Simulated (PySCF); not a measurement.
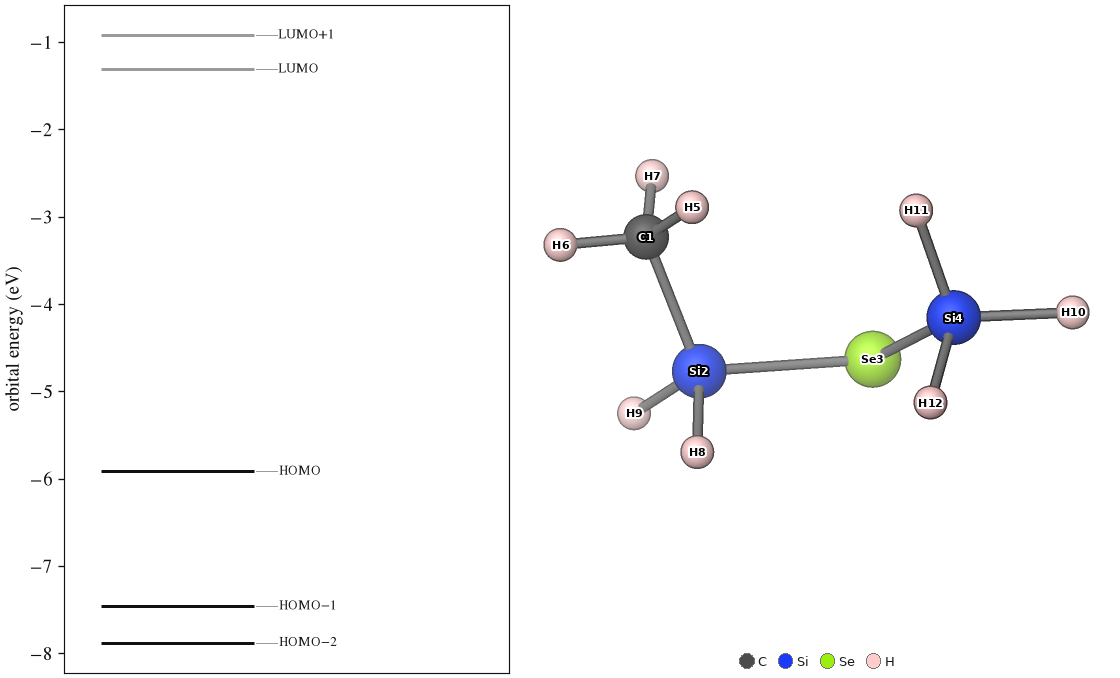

CH₈SeSi₂, SMILES C[SiH2][Se][SiH3]. Kohn-Sham orbital energies near the frontier, LDA/def2-SVPD in PySCF 2.14.0, at a PBE0-D3(BJ)/def2-SVP geometry (no frequency check), isolated molecule; empty levels in grey, levels within 0.03 eV side by side.

### Where do the frontier orbitals lie?

HOMO at −5.92 eV, LUMO at −1.31 eV, 4.61 eV apart.

### List the levels with the atoms that carry most of them (a dash for levels above zero or within 0.03 eV of another, where shares mean little).

```csv
orbital,energy (eV),Löwdin shares
LUMO+1,−0.92,"Se3 40 %, Si2 23 %, Si4 11 %"
LUMO,−1.31,"Se3 31 %, Si4 29 %, Si2 10 %"
HOMO,−5.92,"Se3 71 %, Si4 10 %, Si2 8 %"
HOMO−1,−7.46,"Se3 54 %, Si2 13 %, Si4 11 %"
HOMO−2,−7.88,"Si2 23 %, Se3 22 %, H9 19 %"
```

Caveats: spin-orbit coupling is left out, and with Se it can shift these levels and split any degenerate set; one conformer of a flexible molecule.
